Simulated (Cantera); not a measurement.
Input: 1 mol Si₂H₆, 3.2 mol HCl, a varied amount of H₂, at 1450 K and 55.5 Torr.

These are equilibrium values from Cantera (NASA tables, ideal gas, pure condensed phases), not measurements of a reactor. Candidate condensed phases: Si; 19 gas species. The feed counts by its element totals alone. The tables' values for SiCl₃ are old estimates; treat these amounts as uncertain. Equilibrium is a limit: real reactors are often held back by kinetics, nucleation or transport.

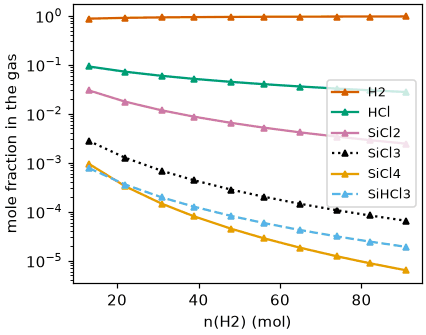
Equilibrium gas composition (values under 1e-9 drawn at 1e-9)

From 13 mol H₂ to 91 mol H₂ the condensed part is Si(s). The main Si-bearing gas is SiCl₂ throughout. The share of Si in condensed phases is highest at 91 mol H₂ (87.6 %) and lowest at 13 mol H₂ (66.8 %).
